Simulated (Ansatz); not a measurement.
# Ligand exchange: C2H2F2 + BH2I → C2H2FI + BH2F

Species: C2H2F2 (vinylidene fluoride) `C=C(F)F`, singlet; BH2I `BI`, singlet; C2H2FI `C=C(F)I`, singlet; BH2F `BF`, singlet. The partners trade F for I: C–F and B–I bonds give way to C–I and B–F.

Shapes, held fixed at every level: PBE0-D4/def2-TZVP. Programs: Ansatz 0.2.0. The zero-point and thermal change to 298 K, harmonic and unscaled (PBE0-D4/def2-TZVP), is +0.2 kJ/mol.

```
               level                   kind  ΔH(298 K) (kJ/mol)  less CCSD(T)/def2-TZVPP
         HF/def2-SVP           Hartree–Fock               -46.5                    +25.2
       HF/def2-TZVPP           Hartree–Fock               -59.5                    +12.2
   PBE-D4/def2-TZVPP                    GGA               -65.5                     +6.2
r2SCAN-D4/def2-TZVPP               meta-GGA               -63.9                     +7.8
   B2PLYP/def2-TZVPP          double hybrid               -73.8                     -2.1
    CCSD(T)/def2-SVP  coupled cluster or CI               -61.5                    +10.2
       CCSD/def2-SVP  coupled cluster or CI               -60.1                    +11.6
  CCSD(T)/def2-TZVPP  coupled cluster or CI               -71.7                      0.0
```

The highest level, CCSD(T)/def2-TZVPP, gives ΔH(298 K) = -71.7 kJ/mol; the levels span -73.8 to -46.5. The column of differences is taken from that level and isn't an error. No measured value is set beside it here. For atoms past krypton def2 sets carry core potentials with scalar relativity. Outer-core shells of I are correlated, in sets that cover them unevenly.

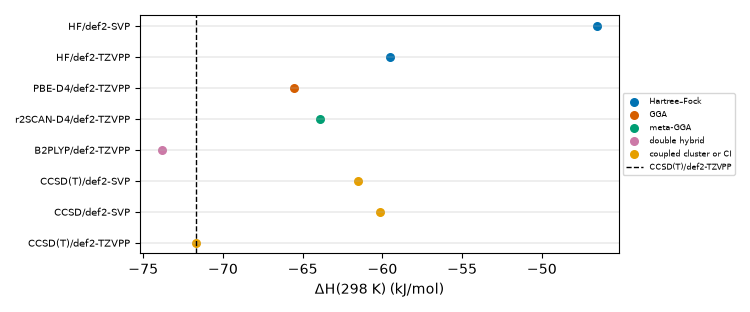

The values of the table, level by level.
